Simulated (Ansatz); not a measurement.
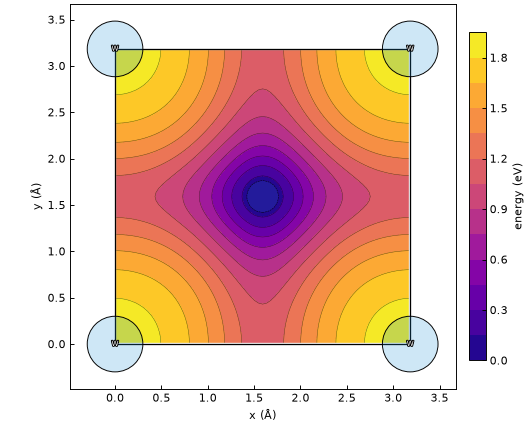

Se on a W(100) slab cut from the Im-3m phase, its upper half relaxed before the scan (16 atoms of substrate and one adsorbate in a 2 × 2 cell). Se is moved over the surface cell; relaxed at each place: the height of the adsorbate's atoms; substrate rigid; the origin of the map has the adsorbate above W13. Places are given modulo a cell vector. The map is drawn in real space over the plane of the surface. The grid has 8 × 8 points; 15 points were computed and 49 follow by symmetry. Places are given in fractions of the 1 × 1 surface cell. All energies are given in eV relative to the lowest grid point. These are results of DFT PBE, scalar-relativistic, plane waves, PAW in Ansatz, not measurements. Settings: cutoff 420 eV, k-mesh 4×4×1, gaussian smearing 0.1 eV, no spin polarisation.

Drawn: filled contours, labelled circles for the atoms of the top layer and small ones for the second layer, the outline of one cell of the plane. Between grid points the surface is interpolated.

The lowest grid point is at a fourfold hollow over a second-layer W atom, (4/8, 4/8) of the cell vectors. No other kind of well shows on this grid. The highest grid point, the top site over a surface W atom, (0/8, 0/8) of the cell vectors, lies 1.88 eV above the lowest. On the interpolated surface the easiest way out of the lowest well to its copy in the next cell or period passes a barrier of about 1.1 eV. At the lowest point the adsorbate has 4 W at 2.64 Å as nearest neighbours, at the highest 1 W at 2.34 Å. Its relaxed height above the top atom is 1.39 Å at the lowest and 2.34 Å at the highest point.

Se is replaced by Cl; all else is set up alike.

How does the landscape change?

Answer. The minimum (interpolated where it lies between grid points) moves from a fourfold hollow over a second-layer W atom, (4/8, 4/8) of the cell vectors to a bridge site between two W atoms, (0/8, 4/8) of the cell vectors. The highest place moves from the top site over a surface W atom, (0/8, 0/8) of the cell vectors to a fourfold hollow over a second-layer W atom, (4/8, 4/8) of the cell vectors. The span from the lowest to the highest grid point shrinks from 1.88 to 0.31 eV. The easiest pass out of the lowest well goes from about 1.1 to about 0.24 eV on the interpolated surfaces. In the new map: at the lowest point the adsorbate has 2 W at 2.53 Å as nearest neighbours, at the highest 4 W at 2.86 Å. Its relaxed height above the top atom is 1.97 Å at the lowest and 1.76 Å at the highest point.

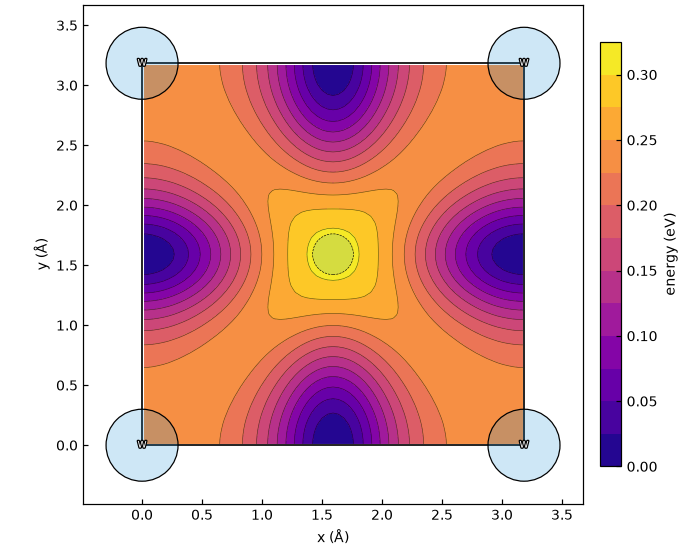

The map after the change, on a colour scale of its own. In the figure: filled contours, labelled circles for the atoms of the top layer and small ones for the second layer, the outline of one cell of the plane. Between grid points the surface is interpolated.

PAW datasets: the set soft_1.
